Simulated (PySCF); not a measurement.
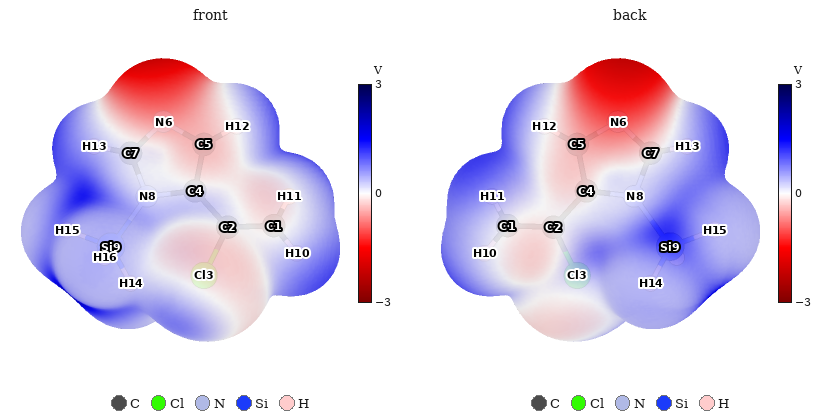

Figure. C₅H₇ClN₂Si (SMILES C=C(Cl)c1cncn1[SiH3]). The electrostatic potential painted on the density surface at 0.002 e/bohr³, seen from the front and from behind; red is negative and blue positive.

Geometry: GFN2-xTB.

Theory: PySCF, CAM-B3LYP/def2-SVPD, SCF density, gas phase.

The calculation's input:

```
{"job": {"kind": "uv", "xc": "CAM-B3LYP", "basis": "def2-SVPD", "nstates": 8, "ntriplets": 3}, "charge": 0, "multiplicity": 1}
C      2.738717    -0.244374    -0.035280
C      1.469167    -0.406646     0.324852
Cl     1.050632    -1.705165     1.400964
C      0.376820     0.439326    -0.079961
C      0.433626     1.725163    -0.573219
N     -0.816178     2.184058    -0.814942
C     -1.610386     1.208677    -0.482834
N     -0.960858     0.109196    -0.020013
Si    -1.770107    -1.391558     0.434779
H      3.516316    -0.889469     0.329613
H      3.018793     0.543339    -0.709614
H      1.292636     2.340134    -0.750595
H     -2.678005     1.248863    -0.557387
H     -1.149153    -2.488413    -0.296774
H     -3.126308    -1.168378    -0.069808
H     -1.793310    -1.495808     1.888807
```

Run with:

```sh
OMP_NUM_THREADS=1 python probes_run.py task.json out
```

Describe the electrostatic potential map.

Answer. The most negative region (about −2.0 V) lies over N6, the most positive (about +1.9 V) over Si9. Cl3 shows a σ-hole: about +0.8 V at the tip opposite its bond, against about −0.1 V on its flanks. N6 is the likeliest acceptor of a hydrogen bond.

How polar is the molecule by this calculation?

Answer. Its dipole moment is 2.30 D.
